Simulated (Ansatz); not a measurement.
## C3H10O2Si: molecular dynamics (part 4 of 4)

Continued. System: C3H10O2Si. Method: RKS CAM-B3LYP-D4/6-31G (Ansatz 0.2.0). One setting was made poor on purpose. It belongs to a series of runs on one base structure; here: dynamics from the start.

Geometry of the input (Å):
```
Si -0.1621  -0.2546  0.6400
C  0.0092  0.0886  2.4654
H  -0.9717  0.2019  2.9320
H  0.5505  -0.7195  2.9620
H  0.5678  1.0164  2.6078
O  1.4210  -0.4415  0.0197
C  1.8049  -0.9121  -1.2788
H  1.1581  -1.7306  -1.6227
H  1.7688  -0.1005  -2.0134
H  2.8295  -1.2794  -1.2117
O  -1.0039  1.0724  -0.0357
C  -1.5408  1.1887  -1.3598
H  -1.9882  0.2456  -1.7017
H  -2.3145  1.9569  -1.3398
H  -0.7635  1.4895  -2.0704
H  -0.9283  -1.4982  0.2541
```

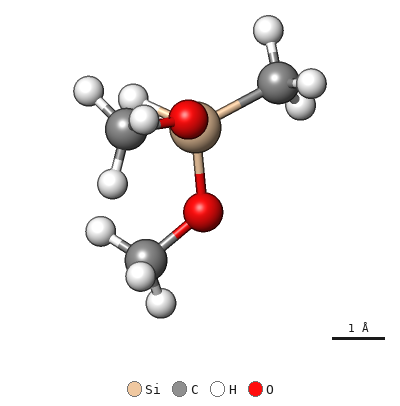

Figure 1. The geometry at step 35 of the log (ball-and-stick view, seen at a tilt).

Trajectory as extended XYZ, continued
```
16
Properties=species:S:1:pos:R:3:forces:R:3 step=29 time_fs=58.0 energy=-15240.20977 temperature=264.8
Si   -0.1787   -0.2314    0.6670    0.0957   0.6448  -0.3927
C    -0.0039    0.0503    2.4890    0.8796   0.9550   0.0968
H    -0.8103    0.7266    2.7803   -0.3196  -0.4975   0.3747
H     0.0540   -0.8988    3.0053   -0.5100  -0.1742   0.4016
H     0.9148    0.5972    2.7832   -0.2248  -0.2626  -0.5593
O     1.3448   -0.4228   -0.0451    0.5546  -0.3104  -0.2296
C     1.7884   -0.9599   -1.2875   -0.5121   0.5291  -1.4890
H     1.4644   -1.9711   -1.4962   -0.2546  -0.7861   0.6095
H     1.3461   -0.4297   -2.2009    0.9113   0.0525   1.2202
H     2.8845   -0.9753   -1.3004   -0.2624   0.3772  -0.0808
O    -0.9501    1.1670   -0.0198    0.4256  -0.8751  -0.0235
C    -1.4394    1.1161   -1.3553   -3.0883  -0.0696  -0.8199
H    -0.7710    0.9347   -2.1884    0.9942  -0.1482   0.2319
H    -2.3162    0.3512   -1.5283    1.4880   1.0426   0.7022
H    -1.8958    2.0978   -1.5425    0.0958  -0.1599  -0.0169
H    -1.0019   -1.4048    0.2782   -0.2731  -0.3177  -0.0251
16
Properties=species:S:1:pos:R:3:forces:R:3 step=30 time_fs=60.0 energy=-15240.21745 temperature=257.0
Si   -0.1781   -0.2357    0.6608   -0.3416   0.6862   0.0825
C     0.0049    0.0547    2.4915   -0.4393  -0.3126  -0.3256
H    -0.7914    0.7494    2.7695   -0.4024  -0.6172   0.4510
H     0.0622   -0.9173    2.9999   -0.6660   0.3418   0.2097
H     0.8887    0.5657    2.7812    1.2405   0.5568  -0.1844
O     1.3405   -0.4134   -0.0285    1.0618  -0.7149  -1.0311
C     1.7801   -0.9637   -1.2922   -0.4627  -0.0568  -0.3038
H     1.4641   -1.9920   -1.4996   -0.1315  -0.3202   0.7528
H     1.3594   -0.4454   -2.1705    0.3766   0.5651   0.3866
H     2.8667   -0.9578   -1.2967    0.0475   0.2669  -0.0715
O    -0.9472    1.1667   -0.0263    0.6269  -1.1810   0.2324
C    -1.4389    1.1137   -1.3557   -2.2669   0.9060  -0.7673
H    -0.7845    1.0031   -2.2109    1.1692   0.0142   0.2372
H    -2.2397    0.3710   -1.5605    0.3072  -0.1631   0.7013
H    -1.9481    2.0713   -1.4669    0.0258   0.1594  -0.3623
H    -1.0106   -1.4233    0.2873   -0.1449  -0.1308  -0.0076
16
Properties=species:S:1:pos:R:3:forces:R:3 step=31 time_fs=62.0 energy=-15240.16278 temperature=244.1
Si   -0.1781   -0.2392    0.6547   -0.7717   0.5732   0.4488
C     0.0122    0.0581    2.4930   -0.5665  -0.5578  -0.3308
H    -0.7878    0.7485    2.7759   -0.2775  -0.5567   0.4142
H     0.0448   -0.9226    3.0026   -0.5607   0.5557   0.0991
H     0.9100    0.5556    2.7721    1.0954   0.4919  -0.1636
O     1.3387   -0.4058   -0.0143    1.4079  -0.9643  -1.5359
C     1.7702   -0.9676   -1.2979   -0.0103  -1.0938   1.4344
H     1.4588   -2.0252   -1.4741    0.0690   0.4635   0.6450
H     1.3871   -0.4394   -2.1253   -0.4937   1.1783  -1.0032
H     2.8507   -0.9301   -1.2958    0.2624   0.0514  -0.0322
O    -0.9428    1.1637   -0.0322    0.6691  -1.2744   0.3919
C    -1.4458    1.1143   -1.3585    0.2010   2.7484  -0.7283
H    -0.7532    1.0721   -2.2243    0.4590   0.1904   0.8207
H    -2.1514    0.3847   -1.5658   -1.5441  -2.1597   0.1520
H    -1.9995    2.0509   -1.4052    0.0088   0.2205  -0.6357
H    -1.0248   -1.4468    0.2961    0.0519   0.1335   0.0235
16
Properties=species:S:1:pos:R:3:forces:R:3 step=32 time_fs=64.0 energy=-15240.36134 temperature=327.4
Si   -0.1791   -0.2418    0.6493   -1.0059   0.4428   0.7267
C     0.0178    0.0597    2.4933    0.4847   0.2766  -0.1234
H    -0.7949    0.7263    2.7982   -0.0439  -0.2930   0.2810
H     0.0060   -0.9067    3.0090   -0.2377   0.2254   0.1822
H     0.9734    0.5643    2.7568   -0.5062  -0.2962  -0.4256
O     1.3403   -0.4005   -0.0039    1.5312  -1.0753  -1.6973
C     1.7603   -0.9751   -1.2989    0.1512  -0.2614   1.3915
H     1.4561   -2.0407   -1.4239    0.0618   0.6668   0.2497
H     1.3959   -0.3883   -2.1185   -0.4506   0.4081  -0.5385
H     2.8448   -0.9005   -1.2961    0.1038  -0.1790  -0.0201
O    -0.9368    1.1575   -0.0372    0.5378  -1.1068   0.3843
C    -1.4520    1.1237   -1.3638   -0.0399   1.7987  -0.7557
H    -0.7044    1.1483   -2.2063   -0.2824   0.0991   0.9960
H    -2.1222    0.3156   -1.5654   -0.5066  -1.0160   0.0840
H    -2.0505    2.0389   -1.3678    0.0104  -0.0063  -0.7570
H    -1.0371   -1.4653    0.3058    0.1924   0.3164   0.0223
16
Properties=species:S:1:pos:R:3:forces:R:3 step=33 time_fs=66.0 energy=-15240.35281 temperature=332.1
Si   -0.1815   -0.2439    0.6448   -0.9603   0.3790   0.9538
C     0.0249    0.0622    2.4933    0.6578   0.6322  -0.1751
H    -0.8037    0.6929    2.8312    0.1696   0.0892   0.0675
H    -0.0419   -0.8821    3.0225    0.1526  -0.2390   0.2415
H     1.0173    0.5617    2.7251   -1.2251  -0.5763  -0.3361
O     1.3457   -0.3977    0.0025    1.4071  -1.0482  -1.5457
C     1.7509   -0.9834   -1.2955    0.2991   1.8342   0.5694
H     1.4558   -2.0306   -1.3641   -0.1605   0.0560  -0.2233
H     1.3874   -0.3216   -2.1323   -0.0112  -0.9610   0.6332
H     2.8428   -0.8777   -1.2972   -0.1878  -0.3623  -0.0548
O    -0.9295    1.1487   -0.0412    0.2144  -0.7319   0.2489
C    -1.4583    1.1389   -1.3714   -1.0423  -0.3230  -0.2096
H    -0.6663    1.2284   -2.1502   -0.4925  -0.0941   0.4393
H    -2.1125    0.2076   -1.5617    0.9681   1.2256   0.1038
H    -2.1011    2.0266   -1.3595   -0.0037  -0.2111  -0.6901
H    -1.0419   -1.4716    0.3163    0.2146   0.3307  -0.0227
16
Properties=species:S:1:pos:R:3:forces:R:3 step=34 time_fs=68.0 energy=-15240.24787 temperature=283.1
Si   -0.1852   -0.2454    0.6416   -0.6395   0.3911   1.1233
C     0.0341    0.0668    2.4927   -0.4558  -0.1226  -0.2207
H    -0.8060    0.6629    2.8668    0.3137   0.4435  -0.1648
H    -0.0840   -0.8667    3.0452    0.5162  -0.2462  -0.0010
H     1.0143    0.5370    2.6806   -0.5153  -0.1599   0.0713
O     1.3544   -0.3975    0.0051    1.0587  -0.8697  -1.1291
C     1.7425   -0.9858   -1.2903    0.4820   2.7382   0.4633
H     1.4493   -2.0184   -1.3129   -0.3102  -0.4884  -0.5474
H     1.3785   -0.2916   -2.1219    0.0349  -1.4133   0.7855
H     2.8336   -0.8688   -1.3003   -0.1690  -0.4518  -0.0931
O    -0.9217    1.1382   -0.0446   -0.2303  -0.2427   0.1201
C    -1.4680    1.1530   -1.3797   -1.1117  -1.3299   0.7861
H    -0.6471    1.3048   -2.0772   -0.1836  -0.1635  -0.4846
H    -2.0657    0.1466   -1.5541    1.1362   1.9719  -0.1478
H    -2.1518    2.0063   -1.3775   -0.0452  -0.2212  -0.4585
H    -1.0386   -1.4652    0.3260    0.1189   0.1644  -0.1025
16
Properties=species:S:1:pos:R:3:forces:R:3 step=35 time_fs=70.0 energy=-15240.28247 temperature=292.0
Si   -0.1898   -0.2464    0.6400   -0.1244   0.4277   1.2100
C     0.0419    0.0709    2.4914   -2.1936  -1.3224  -0.2215
H    -0.7963    0.6499    2.8961    0.3556   0.6585  -0.3279
H    -0.1063   -0.8607    3.0678    0.7548  -0.0063  -0.3419
H     0.9916    0.5061    2.6388    1.0555   0.6002   0.5036
O     1.3657   -0.3994    0.0050    0.5667  -0.5756  -0.5266
C     1.7356   -0.9794   -1.2835    0.4284   1.2672   1.0994
H     1.4310   -2.0249   -1.2827   -0.1166  -0.0134  -0.6663
H     1.3710   -0.3158   -2.0814   -0.3542  -0.7125  -0.1450
H     2.8180   -0.8771   -1.3071    0.1835  -0.4253  -0.1143
O    -0.9144    1.1270   -0.0478   -0.6786   0.2748   0.0608
C    -1.4813    1.1629   -1.3855   -0.0232  -0.8743   1.2533
H    -0.6350    1.3750   -2.0228   -0.1232  -0.1374  -0.9185
H    -1.9753    0.1611   -1.5521    0.3712   1.0640  -0.5372
H    -2.2043    1.9775   -1.4131   -0.0656  -0.1175  -0.1375
H    -1.0307   -1.4525    0.3317   -0.0362  -0.1077  -0.1906
16
Properties=species:S:1:pos:R:3:forces:R:3 step=36 time_fs=72.0 energy=-15240.23150 temperature=274.8
Si   -0.1945   -0.2468    0.6400    0.4123   0.3648   1.1830
C     0.0426    0.0708    2.4894   -1.6734  -1.1858  -0.1094
H    -0.7729    0.6621    2.9128    0.2514   0.7038  -0.3546
H    -0.0997   -0.8550    3.0774    0.7337  -0.0203  -0.3968
H     1.0093    0.4983    2.6163    0.7319   0.4391   0.4629
O     1.3783   -0.4027    0.0036    0.0493  -0.2478   0.1198
C     1.7301   -0.9689   -1.2733    0.6227  -0.9168   1.8589
H     1.4082   -2.0319   -1.2779    0.1292   0.5375  -0.5775
H     1.3499   -0.3673   -2.0464   -0.8614   0.4993  -1.4321
H     2.8094   -0.9018   -1.3182    0.3380  -0.2893  -0.1401
O    -0.9088    1.1165   -0.0507   -1.0795   0.7260  -0.0510
C    -1.4946    1.1700   -1.3873    2.0096   1.6285   1.2230
H    -0.6275    1.4399   -2.0036   -0.5875  -0.1603  -0.6606
H    -1.8708    0.2163   -1.5706   -0.9607  -1.6804  -1.0877
H    -2.2593    1.9442   -1.4539    0.0197  -0.0864   0.2038
H    -1.0241   -1.4440    0.3302   -0.1353  -0.3118  -0.2415
16
Properties=species:S:1:pos:R:3:forces:R:3 step=37 time_fs=74.0 energy=-15240.35232 temperature=326.1
Si   -0.1987   -0.2467    0.6417    0.7798   0.1133   1.0134
C     0.0379    0.0669    2.4870    0.2557  -0.0105  -0.0484
H    -0.7400    0.7012    2.9160    0.1438   0.4724  -0.3078
H    -0.0650   -0.8500    3.0717    0.4570  -0.2686  -0.1455
H     1.0550    0.5073    2.6116   -0.7966  -0.2564   0.1484
O     1.3911   -0.4066    0.0025   -0.4021   0.0480   0.7120
C     1.7266   -0.9614   -1.2570    0.3928  -1.0078   0.3621
H     1.3903   -2.0183   -1.2953    0.1452   0.3488  -0.2979
H     1.2958   -0.3997   -2.0663   -0.2585   0.2850  -0.6420
H     2.8138   -0.9375   -1.3346    0.0101  -0.0418  -0.1503
O    -0.9057    1.1078   -0.0539   -1.3923   1.0223  -0.3037
C    -1.5015    1.1822   -1.3851    2.2107   1.2056   0.5940
H    -0.6426    1.4987   -2.0096   -0.7461  -0.1128  -0.3332
H    -1.8030    0.2072   -1.6308   -0.8334  -1.4011  -0.9010
H    -2.3135    1.9076   -1.4870    0.1210  -0.1173   0.5206
H    -1.0228   -1.4474    0.3194   -0.0871  -0.2790  -0.2207
16
Properties=species:S:1:pos:R:3:forces:R:3 step=38 time_fs=76.0 energy=-15240.35648 temperature=331.5
Si   -0.2018   -0.2464    0.6448    0.9159  -0.2610   0.7045
C     0.0341    0.0629    2.4845    1.0525   0.7372  -0.0095
H    -0.7015    0.7584    2.9074    0.1058  -0.0461  -0.2520
H    -0.0128   -0.8553    3.0605    0.0589  -0.2961   0.0741
H     1.0702    0.5064    2.6125   -1.1651  -0.4457  -0.0821
O     1.4029   -0.4104    0.0032   -0.7406   0.2817   1.1899
C     1.7243   -0.9572   -1.2396   -0.0315  -0.3425  -1.8510
H     1.3780   -1.9913   -1.3241   -0.0177  -0.2878   0.0372
H     1.2318   -0.4211   -2.1108    0.7261  -0.2099   0.8078
H     2.8185   -0.9748   -1.3568   -0.3521   0.2434  -0.0847
O    -0.9061    1.1015   -0.0577   -1.5272   1.1280  -0.5931
C    -1.5012    1.1984   -1.3810    1.1349  -1.6018  -0.5556
H    -0.6862    1.5532   -2.0284   -0.3711   0.0512  -0.1906
H    -1.7672    0.1444   -1.7256   -0.0551   1.2376   0.1821
H    -2.3632    1.8666   -1.5001    0.1894  -0.1467   0.7544
H    -1.0248   -1.4615    0.3001    0.0766  -0.0416  -0.1314
16
Properties=species:S:1:pos:R:3:forces:R:3 step=39 time_fs=78.0 energy=-15240.21360 temperature=264.3
Si   -0.2037   -0.2465    0.6488    0.9210  -0.5502   0.3191
C     0.0336    0.0613    2.4820    0.5982   0.4504   0.0590
H    -0.6590    0.8139    2.8891   -0.0632  -0.5191  -0.1135
H     0.0417   -0.8720    3.0521   -0.3525   0.1007   0.0393
H     1.0408    0.4885    2.6102   -0.1410  -0.0513  -0.1540
O     1.4129   -0.4134    0.0067   -0.9436   0.4174   1.4761
C     1.7220   -0.9540   -1.2281   -0.3300  -0.4840  -2.8505
H     1.3650   -1.9754   -1.3514   -0.0835  -0.5981   0.3417
H     1.1956   -0.4506   -2.1243    1.0385  -0.0330   1.1893
H     2.8098   -1.0028   -1.3823   -0.3034   0.4337   0.0235
O    -0.9101    1.0979   -0.0630   -1.4014   1.0345  -0.7388
C    -1.4974    1.2094   -1.3787    0.2940  -2.4917  -1.1896
H    -0.7440    1.6096   -2.0545    0.1188   0.2546  -0.0912
H    -1.7334    0.1290   -1.8133    0.1687   1.9659   0.8757
H    -2.4055    1.8198   -1.4843    0.2487  -0.1337   0.8298
H    -1.0239   -1.4772    0.2758    0.2308   0.2039  -0.0159
16
Properties=species:S:1:pos:R:3:forces:R:3 step=40 time_fs=80.0 energy=-15240.23967 temperature=272.2
Si   -0.2043   -0.2474    0.6533    0.9119  -0.5729  -0.0789
C     0.0351    0.0612    2.4796   -0.2634  -0.3112  -0.0653
H    -0.6189    0.8495    2.8665   -0.4121  -0.6336   0.1307
H     0.0826   -0.8848    3.0453   -0.6676   0.4340  -0.0056
H     1.0061    0.4686    2.6021    1.3635   0.5306  -0.1207
O     1.4206   -0.4155    0.0137   -0.9885   0.4153   1.4735
C     1.7186   -0.9524   -1.2258   -0.5240  -1.4120  -2.3495
H     1.3489   -1.9824   -1.3657    0.0846  -0.2853   0.5594
H     1.1991   -0.4813   -2.0923    0.5670   0.6140   0.4358
H     2.7894   -1.0142   -1.4069    0.1246   0.4454   0.1108
O    -0.9175    1.0969   -0.0700   -1.0078   0.7460  -0.6202
C    -1.4925    1.2124   -1.3802   -0.0255  -1.6070  -1.3903
H    -0.7973    1.6758   -2.0841    0.2243   0.3234   0.2617
H    -1.6932    0.1890   -1.8675    0.0796   1.0396   0.8952
H    -2.4383    1.7680   -1.4368    0.2570  -0.0250   0.6884
H    -1.0141   -1.4851    0.2509    0.2765   0.2987   0.0751
```

Results in brief

| quantity | value |
| --- | --- |
| outcome | finished |
| mean temperature over the second half | 288 K |
| trajectory | 40 steps, 80 fs |
| ensemble | nve |
| temperature in the input | 500.0 K |
| time step | 2.0 fs |
| potential energy (last step) | −15240.2398 eV |
| mean-field energy (last step) | −15239.9650 eV |
| largest force (length of the vector) (last step) | 2.791 eV/Å |
| wall time | 2.6 min (CPU time 4.9 min) |
| peak memory | 0.23 GiB |

Notes

A deliberately poor setting: time step. So short a trajectory is not equilibrated.
